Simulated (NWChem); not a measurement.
**C3H6O (oxetane) at 6 levels**

Wanted: a comparison of 6 runs (HF/STO-3G, HF/3-21G, B3LYP/6-31+G*, B3LYP/6-31G*, CCSD(T)/6-31G*, CCSD(T)/6-311G**) of C3H6O (oxetane). 

The calculation is run with NWChem 7.3.0.

## Step 1: The system as given

C3H6O has 10 atoms, charge 0, and is taken as a singlet. As SMILES, `C1COC1`. The shape is that of a PBE0-D4/def2-TZVP optimisation.

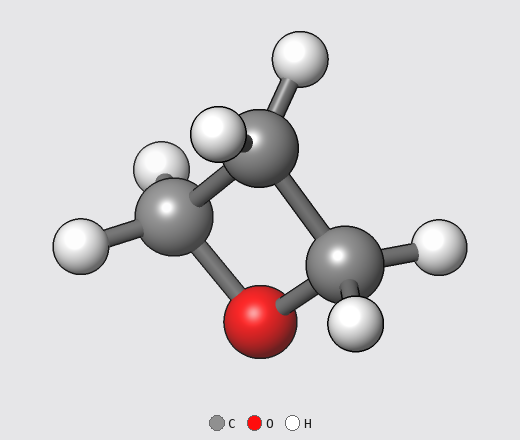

Viewed from a chosen angle; carbon grey, oxygen red, hydrogen white.

## Step 2: Energy and gradient at HF/STO-3G (run 1)

run.py

```python
from ase import Atoms
from ase.calculators.nwchem import NWChem

molecule = Atoms(['C', 'C', 'O', 'C', 'H', 'H', 'H', 'H', 'H', 'H'], positions=[
    [-0.599130, 0.517750, -0.075190],
    [-0.419380, -0.997090, 0.061270],
    [1.008280, -0.871970, 0.109830],
    [0.930030, 0.555770, 0.001820],
    [-1.025190, 0.851830, -1.020120],
    [-1.121860, 1.003500, 0.747450],
    [-0.819130, -1.441330, 0.978800],
    [-0.745780, -1.595590, -0.795340],
    [1.348230, 1.052830, 0.883310],
    [1.443940, 0.924300, -0.891830],
])

calc = NWChem(
    label='sp',
    theory='scf',
    memory='2200 mb',
    basis='STO-3G',
    basispar='spherical bse',
    scf={'nopen': '0', 'rhf': None, 'thresh': '1e-08', 'maxiter': '80', 'print': 'low'},
)
molecule.calc = calc

forces = molecule.get_forces()
e = molecule.get_potential_energy()
print(f"E = {e:.6f} eV")
print("forces (eV/A):")
for s, f in zip(molecule.symbols, forces):
    print(f"{s:2s} {f[0]:10.5f} {f[1]:10.5f} {f[2]:10.5f}")
```

Command:

```
$ export ASE_NWCHEM_COMMAND="nwchem PREFIX.nwi > PREFIX.nwo"
$ python run.py
```

What it wrote:

```text
E = -5157.428270 eV
forces (eV/A):
C    -0.78907    0.68247   -0.09960
C    -0.85026   -1.00741    0.04618
O     0.94159   -0.81411    0.10536
C     0.87839    0.98252   -0.03060
H     0.07909   -0.06392    0.12938
H     0.09364   -0.08541   -0.10300
H    -0.14115    0.01167   -0.03723
H    -0.14599    0.01424    0.01795
H    -0.03240    0.13668   -0.04170
H    -0.03384    0.14321    0.01332
```

The calculator wrote sp.nwi:

```
title "sp"

permanent_dir sp

scratch_dir sp

start sp

geometry units angstrom nocenter noautosym noautoz
  C  -5.9913000000000005e-01 5.1775000000000004e-01 -7.5190000000000007e-02
  C  -4.1937999999999998e-01 -9.9709000000000003e-01 6.1269999999999998e-02
  O  1.0082800000000001e+00 -8.7197000000000002e-01 1.0983000000000000e-01
  C  9.3003000000000002e-01 5.5576999999999999e-01 1.8200000000000000e-03
  H  -1.0251900000000000e+00 8.5182999999999998e-01 -1.0201199999999999e+00
  H  -1.1218600000000001e+00 1.0035000000000001e+00 7.4744999999999995e-01
  H  -8.1913000000000002e-01 -1.4413300000000000e+00 9.7880000000000000e-01
  H  -7.4578000000000000e-01 -1.5955900000000001e+00 -7.9534000000000005e-01
  H  1.3482300000000000e+00 1.0528299999999999e+00 8.8331000000000004e-01
  H  1.4439400000000000e+00 9.2430000000000001e-01 -8.9183000000000001e-01
end

memory 2200 mb

basis spherical bse noprint
   * library STO-3G
end

scf
  nopen 0
  rhf
  thresh 1e-08
  maxiter 80
  print low
end

task scf gradient
```

sp.nwo:

```text
Northwest Computational Chemistry Package (NWChem) 7.3.0
             --------------------------------------------------------

           Job information
           ---------------

    nwchem branch   = 7.3.0
    use scalapack   = T
    input           = sp.nwi
    prefix          = sp.
    data base       = sp/sp.db
    status          = startup
    nproc           =        1

           Memory information
           ------------------

    heap     =     72089594 doubles =      550.0 Mbytes
    stack    =     72089599 doubles =      550.0 Mbytes
    global   =    144179200 doubles =     1100.0 Mbytes (distinct from heap & stack)
    total    =    288358393 doubles =     2200.0 Mbytes
    verify   = yes
    hardfail = no

           Directory information
           ---------------------

  0 permanent = sp
  0 scratch   = sp

                                NWChem Input Module
                                -------------------

                                        sp
                                        --

[... 25 lines left out ...]
            Nuclear Dipole moment (a.u.)
[... 60 lines left out ...]
                                        sp

  ao basis        = "ao basis"
  functions       =    26
  atoms           =    10
  closed shells   =    16
  open shells     =     0
  charge          =   0.00
  wavefunction    = RHF
  input vectors   = atomic
  output vectors  = sp/sp.movecs
  use symmetry    = F
  symmetry adapt  = F

 Forming initial guess at       0.0s

 Starting SCF solution at       0.1s

       Final RHF  results
       ------------------

         Total SCF energy =   -189.531994626320
      One-electron energy =   -513.935215619932
      Two-electron energy =    195.628779602848
 Nuclear repulsion energy =    128.774441390765

        Time for solution =      1.2s

                              NWChem Gradients Module
                              -----------------------

                         RHF ENERGY GRADIENTS

    atom               coordinates                        gradient
                 x          y          z           x          y          z
   1 C      -1.132192   0.978406  -0.142088    0.015345  -0.013272   0.001937
   2 C      -0.792513  -1.884227   0.115784    0.016535   0.019591  -0.000898
   3 O       1.905373  -1.647784   0.207549   -0.018311   0.015832  -0.002049
[... 6 lines of this table left out ...]
  10 H       2.728651   1.746674  -1.685314    0.000658  -0.002785  -0.000259

 Task  times  cpu:        1.4s     wall:        1.4s
 Total times  cpu:        1.4s     wall:        1.4s
```

Run time: 2.4 s. Hardware: 1 thread of AMD EPYC 9B14 (Zen 4), shared host; peak memory 0.099 GiB.

## Step 3: Energy and forces at HF/3-21G (run 2)

c3h6o.nw

```
start c3h6o
title "C3H6O hf"
memory 2200 mb
charge 0
geometry noautosym nocenter noautoz
  C    -0.599130    0.517750   -0.075190
  C    -0.419380   -0.997090    0.061270
  O     1.008280   -0.871970    0.109830
  C     0.930030    0.555770    0.001820
  H    -1.025190    0.851830   -1.020120
  H    -1.121860    1.003500    0.747450
  H    -0.819130   -1.441330    0.978800
  H    -0.745780   -1.595590   -0.795340
  H     1.348230    1.052830    0.883310
  H     1.443940    0.924300   -0.891830
end
basis "ao basis" spherical bse
  * library 3-21G
end
scf
  thresh 1e-08
  maxiter 80
  print medium
end
task scf gradient
```

Command:

```
$ nwchem c3h6o.nw > c3h6o.out
```

What it wrote:

```text
[...]
  functions       =    48
[...]
  wavefunction    = RHF
[...]
         Total SCF energy =   -190.834932748116
      One-electron energy =   -514.110400496437
      Two-electron energy =    194.501026357556
 Nuclear repulsion energy =    128.774441390765
        Time for solution =      1.3s
[...]
                         RHF ENERGY GRADIENTS
    atom               coordinates                        gradient
                 x          y          z           x          y          z
   1 C      -1.132192   0.978406  -0.142088    0.017914  -0.015492   0.002148
   2 C      -0.792513  -1.884227   0.115784    0.035132   0.037101  -0.001543
   3 O       1.905373  -1.647784   0.207549   -0.020653   0.017862  -0.002204
   4 C       1.757502   1.050253   0.003439   -0.031827  -0.039963   0.001416
   5 H      -1.937328   1.609725  -1.927747   -0.003362   0.002714  -0.005495
   6 H      -2.120008   1.896340   1.412476   -0.003929   0.003591   0.004572
   7 H      -1.547931  -2.723719   1.849664   -0.002729  -0.005487   0.008326
   8 H      -1.409320  -3.015228  -1.502975   -0.002065  -0.006809  -0.007409
   9 H       2.547785   1.989560   1.669214    0.005356   0.003820   0.007965
  10 H       2.728651   1.746674  -1.685314    0.006165   0.002664  -0.007776
[...]
```

Run time: 2.1 s. Hardware: 1 thread of AMD EPYC 9B14 (Zen 4), shared host; peak memory 0.1 GiB.

Run 3 isn't shown in full; the table further down has it.

## Step 4: Energy and gradient at B3LYP/6-31G(d) (spherical functions) (run 4)

mol.nw

```
start mol
title "C3H6O"
memory total 2200 mb

geometry units angstroms noautosym nocenter noautoz
  C    -0.599130    0.517750   -0.075190
  C    -0.419380   -0.997090    0.061270
  O     1.008280   -0.871970    0.109830
  C     0.930030    0.555770    0.001820
  H    -1.025190    0.851830   -1.020120
  H    -1.121860    1.003500    0.747450
  H    -0.819130   -1.441330    0.978800
  H    -0.745780   -1.595590   -0.795340
  H     1.348230    1.052830    0.883310
  H     1.443940    0.924300   -0.891830
end

basis spherical bse
  * library 6-31G*
end

dft
  xc b3lyp
  grid xfine
  convergence energy 1e-08
  iterations 100
  mulliken
  print low
end

task dft gradient
```

Command:

```
$ nwchem mol.nw > mol.out
```

What it wrote:

```text
[...]
 d= 0,ls=0.0,diis     1   -193.0359433093 -3.22D+02  1.44D-02  5.54D-01     2.9
[...]
 d= 0,ls=0.0,diis    10   -193.1013844368 -1.13D-11  5.25D-08  1.92D-11    24.7
         Total DFT energy =     -193.101384436779
      One electron energy =     -516.251688710976
           Coulomb energy =      221.544774389231
    Exchange-Corr. energy =      -27.168911505798
 Nuclear repulsion energy =      128.774441390765
[...]
      Total Density - Mulliken Population Analysis
     ---------------------------------------------
    Atom       Charge   Shell Charges
 -----------   ------   -------------------------------------------------------
    1 C    6     6.36   2.00  0.67  2.12  0.61  0.91  0.04
    2 C    6     5.99   2.00  0.69  2.04  0.51  0.70  0.07
    3 O    8     8.49   2.00  0.91  2.90  0.98  1.67  0.03
    4 C    6     5.99   2.00  0.69  2.04  0.51  0.70  0.07
    5 H    1     0.85   0.53  0.32
    6 H    1     0.85   0.53  0.32
    7 H    1     0.87   0.54  0.33
    8 H    1     0.87   0.54  0.33
    9 H    1     0.87   0.54  0.33
   10 H    1     0.87   0.54  0.33
[...]
                         DFT ENERGY GRADIENTS
    atom               coordinates                        gradient
                 x          y          z           x          y          z
   1 C      -1.132192   0.978406  -0.142088    0.004675  -0.004048   0.000539
   2 C      -0.792513  -1.884227   0.115784    0.003457   0.004750  -0.000256
   3 O       1.905373  -1.647784   0.207549   -0.007298   0.006312  -0.000748
   4 C       1.757502   1.050253   0.003439   -0.004214  -0.004086   0.000091
   5 H      -1.937328   1.609725  -1.927747    0.001410  -0.001144   0.002092
   6 H      -2.120008   1.896340   1.412476    0.001630  -0.001481  -0.001719
   7 H      -1.547931  -2.723719   1.849664    0.001464   0.001279  -0.001575
   8 H      -1.409320  -3.015228  -1.502975    0.001308   0.001562   0.001465
   9 H       2.547785   1.989560   1.669214   -0.001125  -0.001698  -0.001466
  10 H       2.728651   1.746674  -1.685314   -0.001307  -0.001446   0.001576
[...]
```

Wall time 30 s (1 thread of AMD EPYC 9B14 (Zen 4), shared host); peak memory 0.14 GiB.

Run 5 isn't shown in full; the table further down has it.

## Step 5: The energy at CCSD(T)/6-311G(d,p) (run 6)

test.nw

```
START test
TITLE "C3H6O energy"
memory stack 880 mb heap 220 mb global 1100 mb
GEOMETRY units angstroms noautosym nocenter noautoz
 C     -0.599130     0.517750    -0.075190
 C     -0.419380    -0.997090     0.061270
 O      1.008280    -0.871970     0.109830
 C      0.930030     0.555770     0.001820
 H     -1.025190     0.851830    -1.020120
 H     -1.121860     1.003500     0.747450
 H     -0.819130    -1.441330     0.978800
 H     -0.745780    -1.595590    -0.795340
 H      1.348230     1.052830     0.883310
 H      1.443940     0.924300    -0.891830
END
BASIS spherical bse
 * library 6-311G**
END
SCF
 nopen 0
 rhf
 thresh 1e-08
 maxiter 80
END
CCSD
 freeze core 4
 maxiter 60
END
TASK ccsd(t) energy
```

Command:

```
$ nwchem test.nw > test.out
```

What it wrote:

```text
[...]
  functions       =   108
[...]
  wavefunction    = RHF
[...]
         Total SCF energy =   -191.958203661948
      One-electron energy =   -515.865762713827
      Two-electron energy =    195.133117661114
 Nuclear repulsion energy =    128.774441390765
        Time for solution =     21.5s
[...]
 Total MP2 energy:           -192.595163831892052
[...]
             energy      energy      error      ampl     ampl      Block
                                                time     time      time
[...]
 Total CCSD energy:           -192.633486839772218
[...]
 Total CCSD+T(CCSD) energy:           -192.657293642241370
[...]
 Total CCSD(T) energy:                -192.656469766689725
[...]
```

Wall time 3.9 min (1 thread of AMD EPYC 9B14 (Zen 4), shared host); peak memory 0.41 GiB.

## Step 6: The series

```csv
run,level,iteration cap,module,energy (Eh),largest force (eV/Å),wall time
1,HF/STO-3G,80,scf,-189.531995,1.319,2.4 s
2,HF/3-21G,80,scf,-190.834933,2.629,2.1 s
3,B3LYP/6-31+G* (spherical functions),100,dft,-193.111123,0.636,33 s
4,B3LYP/6-31G* (spherical functions),100,dft,-193.101384,0.498,30 s
5,CCSD(T)/6-31G* (spherical functions),80,ccsd(t),-192.519277,–,47 s
6,CCSD(T)/6-311G**,80,ccsd(t),-192.656470,–,3.9 min
```

## Step 7: Results

| quantity | value |
| --- | --- |
| run 6: total energy | -192.65647 Eh |
| run 6: HOMO energy (Hartree–Fock orbitals) | -11.08 eV |
| run 6: LUMO energy (Hartree–Fock orbitals) | 4.16 eV |
| run 6: HOMO–LUMO gap (Hartree–Fock orbitals) | 15.24 eV |
| run 6: correlation energy (4 core orbitals frozen) | -698.3 mEh |
| run 6: (T) correction | -22.98 mEh |

What this shows: In run 1 the basis is minimal, so the values are rough. All runs together took 5.8 min, the longest 3.9 min.
